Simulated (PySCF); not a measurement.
Molecule: SMILES OB(O)O[Si](Cl)(Cl)Cl. Atoms near the plane z = 1.2 Å, at the PBE0/def2-SVP optimised geometry (x, y, z in Å): Si1 (-0.7, -1.0, 0.0), Cl2 (-1.3, 1.0, 0.0), Cl3 (1.3, -1.0, 0.0), O5 (-1.2, -1.7, 1.3), B6 (-2.0, -1.6, 2.5), H9 (-2.5, 0.3, 2.1).

Calculation: PBE0/def2-TZVP in PySCF. Cells within 0.4 Å of a nucleus heavier than hydrogen are left out (blank, or x). The values are rescaled to run from 0 to 1.

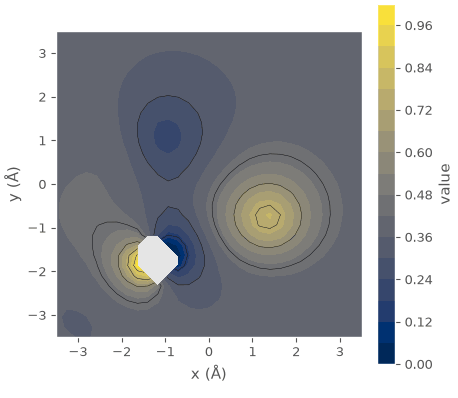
*a field on the plane z = 1.2 Å.*

Question: Which quantity is mapped?
A) an orbital amplitude
B) log10 of the electron density
C) deformation density (molecule minus spherical neutral atoms)
D) electron localisation function

Answer: A, an orbital amplitude. In full: HOMO−1 amplitude (bohr^(-3/2)).
